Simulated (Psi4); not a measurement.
# BH3O3 (SMILES OB(O)O) at DSD-PBEP86/def2-SVPD (density fitting for correlation)

Aim: the vertical singlet–triplet gap of BH3O3 at DSD-PBEP86/def2-SVPD (density fitting for correlation), from 2 runs. 

Program for the calculation: Psi4 1.11.

2 further runs of the same task are left out: 2 set aside as unsound or not needed.

## (1) The system as given

The species is BH3O3 (7 atoms), meant as a singlet with charge 0. As SMILES, `OB(O)O`. The shape is that of a PBE0-D4/def2-TZVP optimisation. This is a higher conformer, about 20 kJ/mol above the lowest found by a separate search.

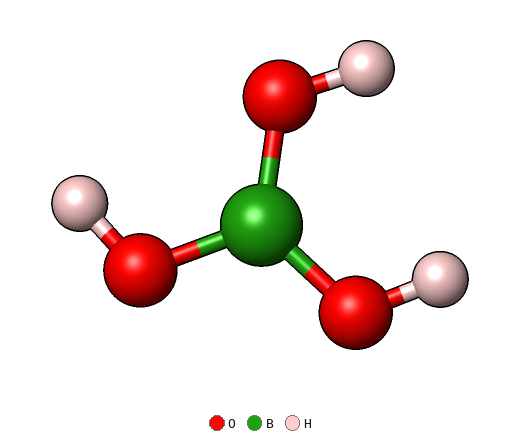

Viewed from a chosen angle; oxygen red, boron green, hydrogen pink.

## (2) A single-point energy at DSD-PBEP86/def2-SVPD (density fitting for correlation)

Contents of job.in:

```
memory 1600 MB

molecule geom {
  0 1
  O     -1.109700     0.802600     0.321900
  B     -0.012200    -0.006800     0.228700
  O      0.501200    -0.469300     1.400100
  O      0.600700    -0.381300    -0.945400
  H     -1.457400     1.118600    -0.511500
  H      1.266800    -1.028200     1.254500
  H      0.210500    -0.035700    -1.748300
  symmetry c1
  no_reorient
  no_com
}

set {
  basis def2-SVPD
  puream true
  e_convergence 1e-09
  d_convergence 1e-08
  scf_type pk
  dft_radial_points 99
  dft_spherical_points 590
  num_frozen_docc 4
}

energy('dsd-pbep86')
```

Started as:

```
$ psi4 -n 1 job.in job.out
```

job.out:

```text
[...]
  Running in c1 symmetry.
[...]
  Nuclear repulsion =  116.229634474461250
[...]
  Multiplicity = 1
[...]
  Nalpha       = 16
  Nbeta        = 16
[...]
    Number of basis functions: 113
[...]
   @RKS iter   1:  -251.28872141271390   -6.91837e-01   6.83204e-03 DIIS/ADIIS
[...]
   @RKS iter  11:  -251.51746019568287   -1.02887e-11   4.48997e-09 DIIS
[...]
    Orbital Energies [Eh]
    ---------------------
    Doubly Occupied:
       1A    -20.087385     2A    -20.080403     3A    -20.068308
       4A     -7.377834     5A     -1.278557     6A     -1.230060
       7A     -1.223385     8A     -0.734582     9A     -0.705786
      10A     -0.628165    11A     -0.573043    12A     -0.546605
      13A     -0.503861    14A     -0.483607    15A     -0.461140
      16A     -0.448244
[...]
  @RKS Final Energy:  -251.51746019568287
   => Energetics <=
    Nuclear Repulsion Energy =            116.2296344744612497
    One-Electron Energy =                -576.3221930025054007
    Two-Electron Energy =                 217.4068701069832343
    DFT Exchange-Correlation Energy =      -8.8317717746219451
    Empirical Dispersion Energy =           0.0000000000000000
    VV10 Nonlocal Energy =                  0.0000000000000000
    Total Energy =                       -251.5174601956828724
[...]
 Multipole Moments:
 ------------------------------------------------------------------------------------
     Multipole            Electronic (a.u.)      Nuclear  (a.u.)        Total (a.u.)
 ------------------------------------------------------------------------------------
 L = 1.  Multiply by 2.5417464519 to convert [e a0] to [Debye]
 Dipole X            :          0.1946963           -0.1955867           -0.0008903
 Dipole Y            :          0.7723227           -0.6865375            0.0857852
 Dipole Z            :        -13.2324699           12.0016506           -1.2308193
 Magnitude           :                                                    1.2338055
[...]
```

Run time: 15 s. Hardware: 1 thread of Intel Xeon 6975P-C (Granite Rapids), shared host; peak memory 0.65 GiB.

## (3) The triplet

Contents of input.inp:

```
memory 1.6 GB

molecule mol {
  0 3
  O     -1.109700     0.802600     0.321900
  B     -0.012200    -0.006800     0.228700
  O      0.501200    -0.469300     1.400100
  O      0.600700    -0.381300    -0.945400
  H     -1.457400     1.118600    -0.511500
  H      1.266800    -1.028200     1.254500
  H      0.210500    -0.035700    -1.748300
  symmetry c1
  no_reorient
  no_com
}

set basis def2-SVPD
set reference uks
set puream true
set e_convergence 1e-09
set d_convergence 1e-08
set scf_type pk
set dft_radial_points 99
set dft_spherical_points 590
set num_frozen_docc 4
set maxiter 100

energy('dsd-pbep86')
print_variables()
```

Started as:

```
$ psi4 -i input.inp -o input.out -n 1
```

input.out:

```text
[...]
  Running in c1 symmetry.
[...]
  Nuclear repulsion =  116.229634474461250
[...]
  Multiplicity = 3
[...]
  Nalpha       = 17
  Nbeta        = 15
[...]
    Number of basis functions: 113
[...]
   @UKS iter   1:  -251.05563060019799   -4.58746e-01   5.24691e-03 ADIIS/DIIS
[...]
   @UKS iter  20:  -251.21670862563616   -4.29168e-12   9.17286e-09 DIIS
[...]
   @S^2 Observed:                2.061513226E+00
[...]
    Orbital Energies [Eh]
    ---------------------
    Alpha Occupied:
       1A    -20.285997     2A    -20.232372     3A    -20.114704
       4A     -7.466009     5A     -1.451998     6A     -1.387058
       7A     -1.278026     8A     -0.864806     9A     -0.824007
      10A     -0.733403    11A     -0.713155    12A     -0.685710
      13A     -0.664065    14A     -0.653672    15A     -0.543552
      16A     -0.508984    17A     -0.123028
    Alpha Virtual:
      18A      0.006671    19A      0.065185    20A      0.066200
      21A      0.089086    22A      0.106313    23A      0.115676
      24A      0.128324    25A      0.145239    26A      0.145808
[...]
  @UKS Final Energy:  -251.21670862563616
   => Energetics <=
    Nuclear Repulsion Energy =            116.2296344744612497
    One-Electron Energy =                -572.8834777572963048
    Two-Electron Energy =                 214.2004527550361956
    DFT Exchange-Correlation Energy =      -8.7633180978373115
    Empirical Dispersion Energy =           0.0000000000000000
    VV10 Nonlocal Energy =                  0.0000000000000000
    Total Energy =                       -251.2167086256361586
[...]
 Multipole Moments:
 ------------------------------------------------------------------------------------
     Multipole            Electronic (a.u.)      Nuclear  (a.u.)        Total (a.u.)
 ------------------------------------------------------------------------------------
 L = 1.  Multiply by 2.5417464519 to convert [e a0] to [Debye]
 Dipole X            :          0.5328742           -0.1955867            0.3372875
 Dipole Y            :          0.4102343           -0.6865375           -0.2763032
 Dipole Z            :        -11.6317715           12.0016506            0.3698792
 Magnitude           :                                                    0.5717665
[...]
```

It took 36 s on 1 thread of Intel Xeon 6975P-C (Granite Rapids), shared host; peak memory 0.65 GiB.

## (4) Outcome

At DSD-PBEP86/def2-SVPD (density fitting for correlation), 4 core orbitals frozen:

| quantity | value |
| --- | --- |
| singlet: total energy | -251.86798 Eh |
| singlet: HOMO energy (SCF part's orbitals) | -12.20 eV |
| singlet: LUMO energy (SCF part's orbitals) | 0.74 eV |
| singlet: HOMO–LUMO gap (SCF part's orbitals) | 12.94 eV |
| triplet: total energy | -251.56714 Eh |
| triplet: HOMO energy (SCF part's orbitals) (highest over α and β) | -3.35 eV |
| triplet: ⟨S²⟩ | 2.062 |
| vertical energy of the triplet above the singlet | 8.187 eV |

What this shows: At this shape the triplet lies 8.19 eV (790 kJ/mol) above the singlet.
